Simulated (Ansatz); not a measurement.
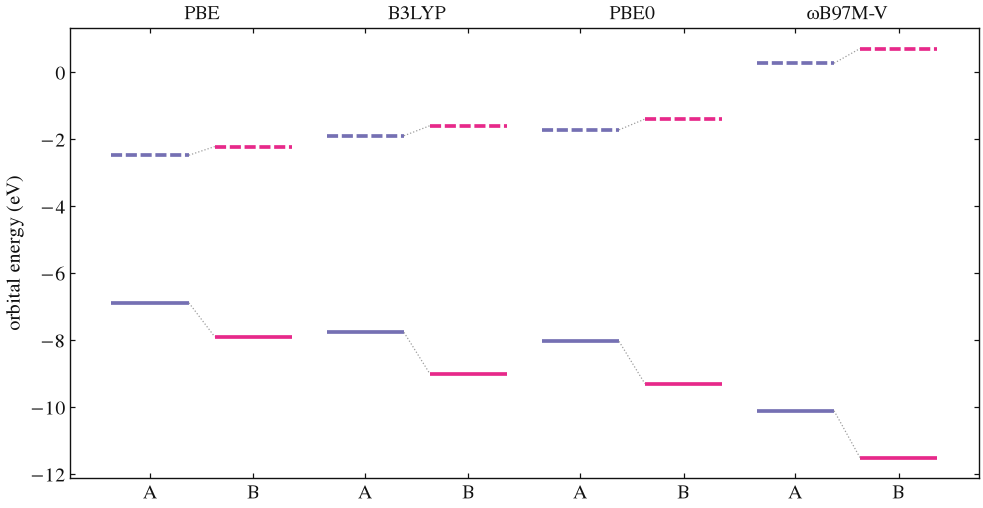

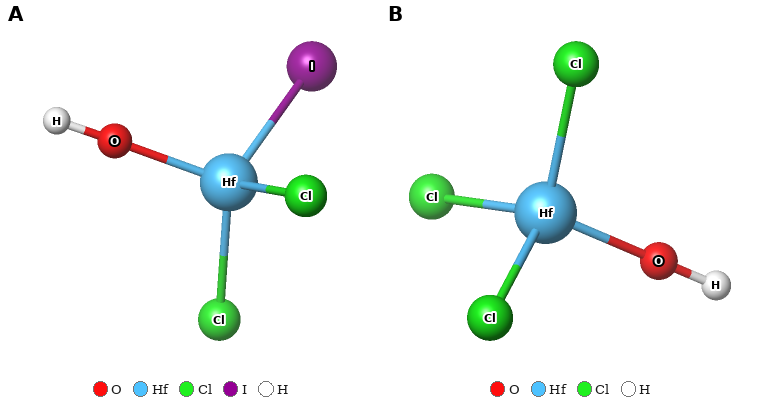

One change: A, HfHOICl₂ (SMILES [OH][Hf]([Cl])([Cl])[I]), becomes B, HfHOCl₃ (SMILES [OH][Hf]([Cl])([Cl])[Cl]). I on Hf is replaced by Cl. HOMO (solid) and LUMO (dashed) computed in def2-TZVPP at PBE0-D4/def2-TZVP geometries, both minima by their frequencies, gas phase, the Ansatz code 0.2.0. Empty levels above zero depend strongly on the basis.

**What does the change do to HOMO and LUMO?**

PBE: the HOMO falls by 1.01 eV, the LUMO rises by 0.26 eV, and the separation goes from 4.41 to 5.68 eV. B3LYP: the HOMO falls by 1.23 eV, the LUMO rises by 0.30 eV, and the separation goes from 5.87 to 7.40 eV. PBE0: the HOMO falls by 1.26 eV, the LUMO rises by 0.32 eV, and the separation goes from 6.32 to 7.90 eV. ωB97M-V: the HOMO falls by 1.39 eV, the LUMO rises by 0.44 eV, and the separation goes from 10.38 to 12.21 eV.

**Do the functionals agree on the effect?**

They agree on the direction for both levels; the HOMO shift lies between −1.39 and −1.01 eV and the LUMO shift between 0.26 and 0.44 eV, while the separations themselves differ by up to 6.5 eV between functionals.

Known limits of this run: core potentials past krypton; spin-orbit coupling is left out, and with I and Hf it can shift these values.
